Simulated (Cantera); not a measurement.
Input: 1 mol Cu2O, 3.3 mol C, 0.032 mol CO, equilibrated at 220 Pa.

Equilibrium computed with Cantera from the NASA thermochemical tables; the gas is ideal and each condensed phase is pure. Candidate condensed phases: C, Cu, CuO, Cu2O; 15 gas species. The numbers say what is thermodynamically allowed, not how fast it happens.

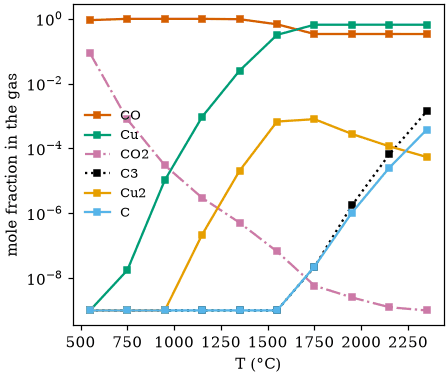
Figure: Equilibrium gas composition (values under 1e-9 drawn at 1e-9)

Q: Read off the mole fractions at 2150 °C.

A: Cu about 0.66, CO about 0.34, Cu2 about 0.00012, C3 about 6.6e-5, C about 2.5e-5.
